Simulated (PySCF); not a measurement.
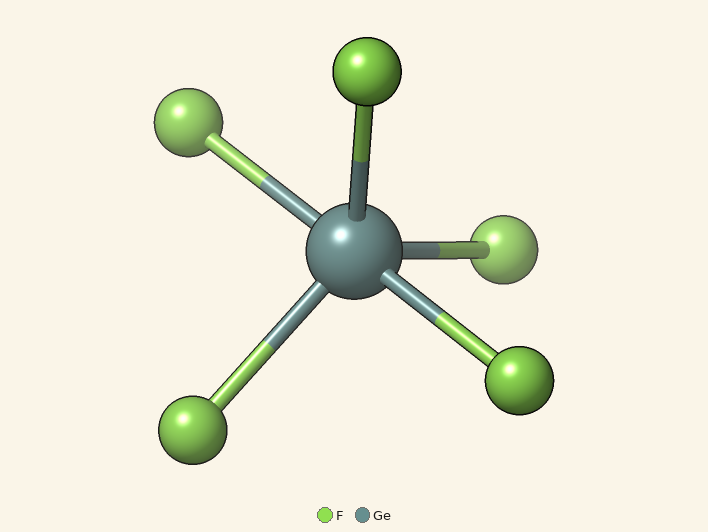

Atoms fade into the background with distance from the viewer. State: charge −1, singlet. The computed structure is the end point of a PBE0-D3(BJ)/def2-SVP optimisation. No frequency run is at hand to confirm it as a minimum.

### Which symmetry elements does this geometry have?

It has 1 C3 axis, 3 C2 axes, 1 S3 axis and 4 mirror planes, so the point group is D3h. The group has 12 operations. The geometry is achiral, and symmetry forbids a dipole moment.
